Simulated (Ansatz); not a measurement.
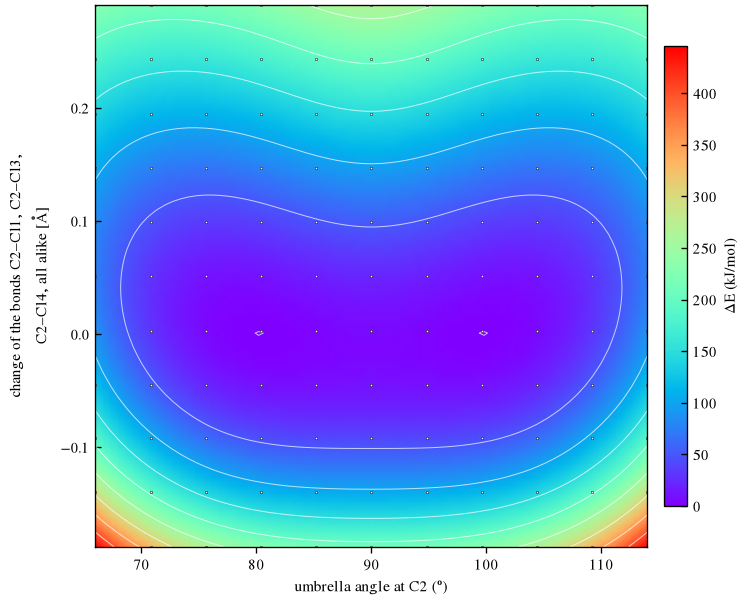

CCl₃, SMILES Cl[C](Cl)Cl, spin multiplicity 2. 
- Coordinates scanned: (1) umbrella angle at C2 (between each of its bonds and their common axis; 90 is planar); (2) change of the bonds C2–Cl1, C2–Cl3, C2–Cl4, all alike.
- Nothing is relaxed (all other coordinates rigid).
- The scan uses an 11 × 11 grid; 66 points were computed and 55 follow by symmetry.
- Points are written as (first, second).
- Energies: kJ/mol, counted from the lowest grid point.
- Theory: UKS wB97X-V/def2-SVP in Ansatz.

The picture shows a smooth colour map with a few white contour lines, dots at the grid points. Between grid points the surface is interpolated.

The lowest grid point is at (80.4°, 0.003 Å); the map holds 2 wells of about this depth. No other kind of well shows on this grid. The highest grid point, (66.0°, −0.188 Å), lies 446 kJ/mol above the lowest. On the interpolated surface the easiest way out of the lowest well to a well of about the same depth near (99.6°, 0.003 Å) passes a barrier of about 4.9 kJ/mol. Round the minimum the valley is somewhat tilted: raising the first coordinate shifts the best value of the second coordinate downwards (coupling k₁₂/√(k₁₁k₂₂) about 0.3).

The system is changed to CF₃, SMILES F[C](F)F, spin multiplicity 2; the new grid has 11 × 11 points, laid about the new relaxed structure.

**What does this change do to the map?**

The minimum (interpolated where it lies between grid points) moves from about (80°, 0.000 Å) to about (72°, 0.000 Å). The easiest pass out of the lowest well goes from about 4.9 to about 105 kJ/mol on the interpolated surfaces.

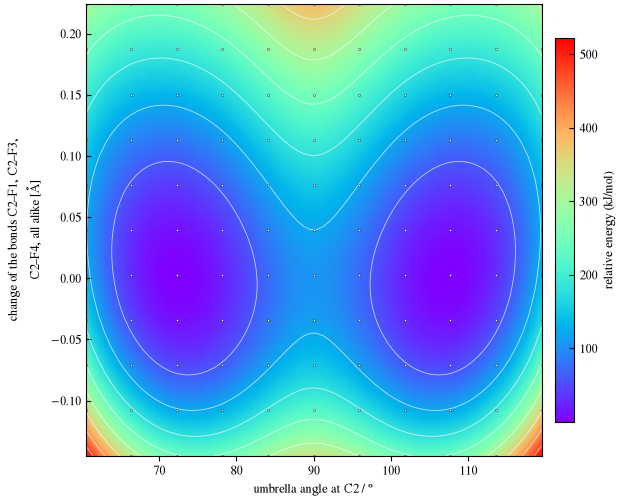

The map after the change, on a colour scale of its own. Drawn: a smooth colour map with a few white contour lines, dots at the grid points. Between grid points the surface is interpolated.
